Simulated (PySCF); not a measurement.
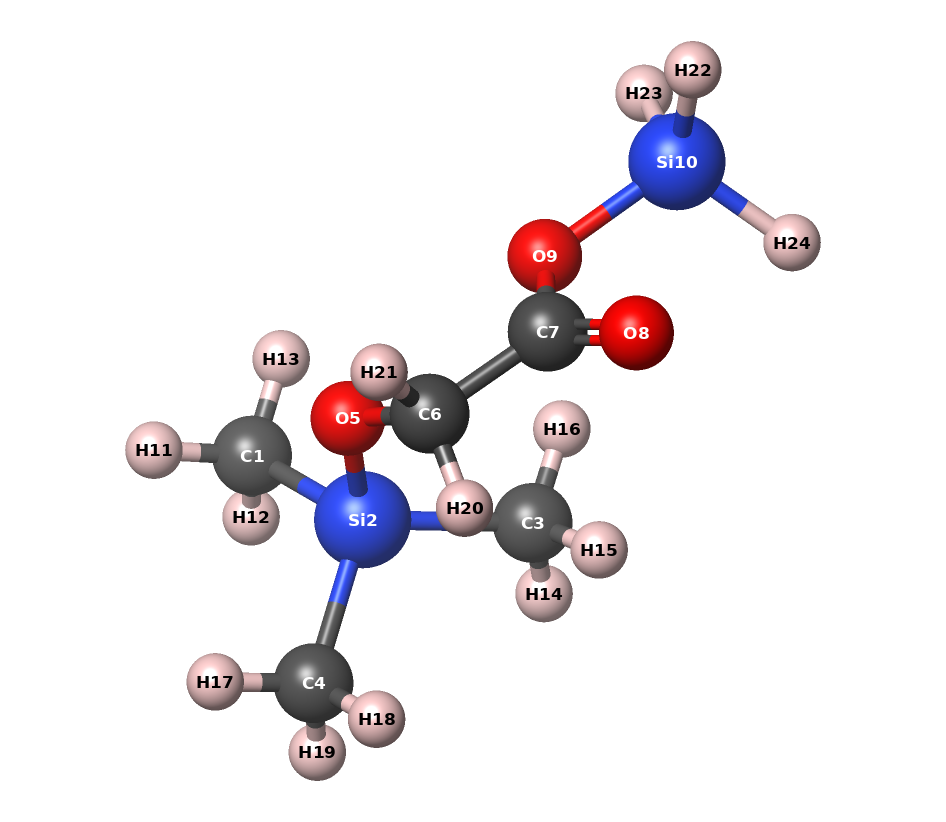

Computed geometry: PBE0-D3(BJ)/def2-SVP optimisation. No frequency run is at hand to confirm it as a minimum. Electric field gradients from the ground-state density, PBE0/pcSseg-1 (PySCF 2.14.0), non-relativistic apart from any core potentials.

Give the largest field-gradient component, the quadrupole coupling constant and the asymmetry for 17O at O5 (Q = −25.6 mb), 17O at O8 (Q = −25.6 mb), 17O at O9 (Q = −25.6 mb), 2H at H11 (Q = 2.86 mb), 2H at H12 (Q = 2.86 mb), 2H at H13 (Q = 2.86 mb), 2H at H14 (Q = 2.86 mb).

```
atom  V_zz (a.u.)  e²qQ/h (MHz)     η
  O5        1.804        −10.85  0.40
  O8       −1.499          9.02  0.14
  O9        1.346         −8.09  0.05
 H11        0.299         0.201  0.01
 H12        0.299         0.201  0.01
 H13        0.299         0.201  0.02
 H14        0.298         0.200  0.01
```
